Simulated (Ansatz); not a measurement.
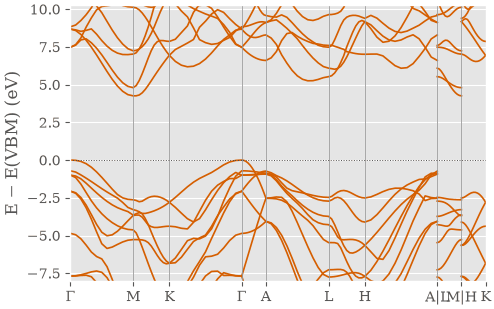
Figure: Band structure from r²SCAN+D4 in the plane-wave PAW code Ansatz

Question: Read off the gap and where the band edges lie.

Answer: About 4.3 eV (4.26 eV by a search for the band edges); maximum at Γ, minimum at M.

The material is BN in space group P6_222 (No. 180; B on 3d, N on 3c).

The start of the workflow was typed in or built on a structure type; neither database checked (COD, Materials Project) lists it. It is not the phase usual at ambient conditions (space group No. 186, 194, 216). Symmetry was held in the r²SCAN+D4 relaxation; its stability against distortions is not shown here.

Potentials: the later of the program's two PAW sets.
